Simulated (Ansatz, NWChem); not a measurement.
Predicting a hybrid from its neighbours: C3H3NS (thiazole)

C3H3NS has 8 atoms, charge 0, and is taken as a singlet. SMILES: `c1cscn1`. Geometry: relaxed at PBE0-D4/def2-TZVP.

The HOMO–LUMO gap y, in eV, basis 6-31G(d); a is the functional's share of exact exchange. Programs: Ansatz 0.2.0, NWChem 7.3.0.

| functional | program | a | y (eV) |
| --- | --- | --- | --- |
| TPSS | NWChem | 0 | 4.80 |
| BLYP | Ansatz | 0 | 4.63 |
| B3LYP | Ansatz | 0.2 | 6.23 |
| r2SCAN0 | Ansatz | 0.25 | ? |
| PBE0 | Ansatz | 0.25 | 6.66 |
| BHLYP | Ansatz | 0.5 | 8.61 |

Problem. Fit y = c + s·a to the known rows and predict r2SCAN0.

Solution. 
1. Means of the 5 rows: a = 0.1900, y = 6.186.
2. Σ(Δa)² = 0.172, Σ(Δa·Δy) = 1.3393, so the slope is 1.3393/0.172 = 7.7866.
3. Intercept: 6.186 − (7.7866) × 0.1900 = 4.707. The largest residual of the fit is 0.093.
4. r2SCAN0: 4.707 + (7.7866) × 0.25 = 6.65 eV.

The run gave 6.87 eV, so the prediction is off by -0.22 eV, more than the scatter of the fit. Exact exchange lowers occupied levels and raises empty ones. The rows mix families of semi-local functionals, which the line can't see.

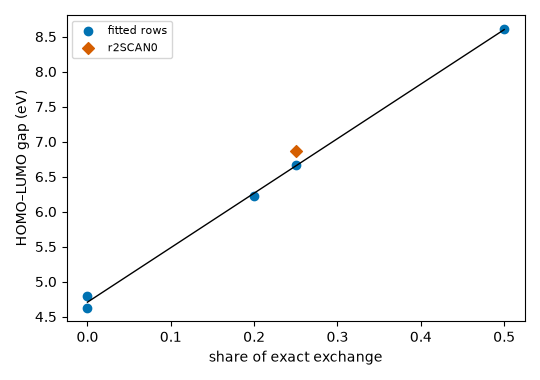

The fitted line, with the withheld row.
